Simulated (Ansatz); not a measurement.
```
CELL_PARAMETERS angstrom
3.71960 0.00000 0.00000
0.00000 3.71960 0.00000
0.00000 0.00000 4.30026
ATOMIC_POSITIONS crystal
La 0.50000 0.50000 0.50000
Hf 0.00000 0.00000 0.00000
O 0.00000 0.00000 0.50000
```

Space group P4/mmm; a generated structure, not necessarily the stable one; computed without spin polarisation.

Method: DFT PBE, scalar-relativistic, plane waves, PAW in Ansatz 0.2.0.

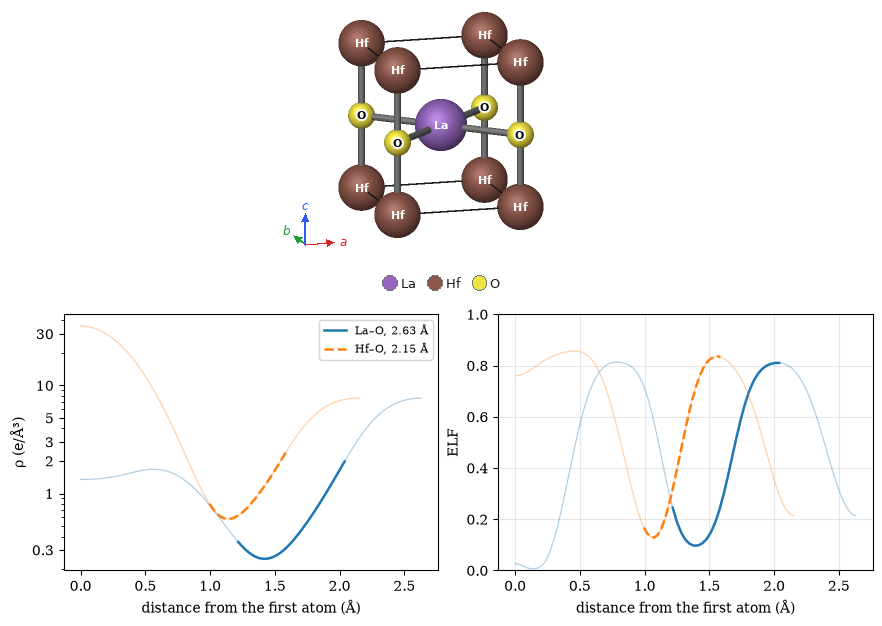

LaHfO. Valence charge density (pseudo) and ELF along straight lines between neighbouring atoms. Thin, pale parts lie inside the atomic spheres. The structure is drawn too.

Core electrons are frozen (PAW), and the valence fields are smoothed inside the atomic spheres.

**What can be read from the curves?**

La–O (2.63 Å): ρ at the midpoint is about 0.28 e/Å³; the ELF is about 0.10 at the midpoint (no localised pair shows between them).
Hf–O (2.15 Å): ρ is about 0.62 e/Å³ halfway; the ELF peaks at about 0.85 in the valence shell of O, 0.6 Å from its nucleus, and drops to about 0.15 between the two atoms (no localised pair shows between them).
